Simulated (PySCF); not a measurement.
The calculation's input:

```
{"job": {"kind": "uv", "xc": "CAM-B3LYP", "basis": "def2-SVPD", "nstates": 8, "ntriplets": 3}, "charge": 0, "multiplicity": 1}
C     -1.634738    -0.609721    -1.708774
C     -0.600475    -0.362906    -0.918275
C      0.846660    -0.577130    -0.982140
C      1.051024    -0.015000     0.248401
C      2.217065     0.229590     1.070236
O      3.351761    -0.057372     0.770791
C     -0.396219     0.255711     0.428139
C     -1.168095     0.797967     1.351351
H     -2.637316    -0.344603    -1.420033
H     -1.510049    -1.084111    -2.667936
H      1.493459    -1.011626    -1.720282
H      1.985523     0.720327     2.036525
H     -0.765296     1.187530     2.270863
H     -2.233982     0.870871     1.218967
```

Launched as:

```sh
OMP_NUM_THREADS=1 python probes_run.py task.json out
```

Geometry: GFN2-xTB.

The calculation used CAM-B3LYP/def2-SVPD, SCF density, gas phase in PySCF 2.14.0.

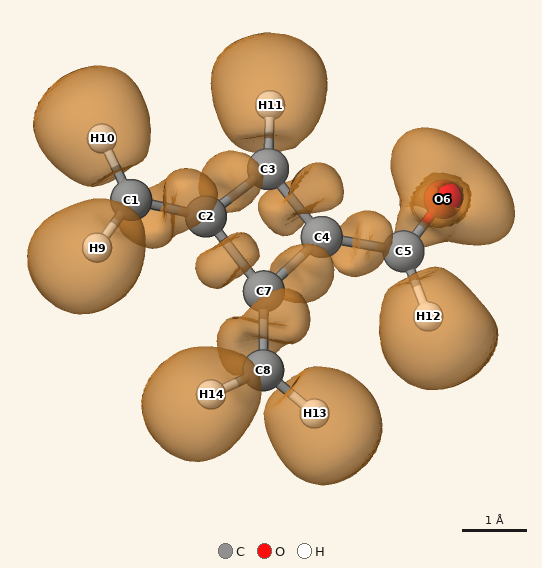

C₇H₆O (SMILES C=C1C=C(C=O)C1=C). Isosurface of the ELF at 0.75 (orange), seen at a tilt. Core shells and regions of very low density are left out.

### Describe the localisation domains.

The surface consists of seven regions between bonded C–C atoms (shared pairs), six regions around hydrogen nuclei and one region on O in which the atom's valence shell and bonds are merged. Along the contacts the grid gives the following. C–O (1.21 Å): the ELF peaks at about 0.90 between the atoms: a short, multiple covalent bond. C–C (1.32 Å): the ELF peaks at about 0.95 between the atoms; a short, multiple covalent bond.
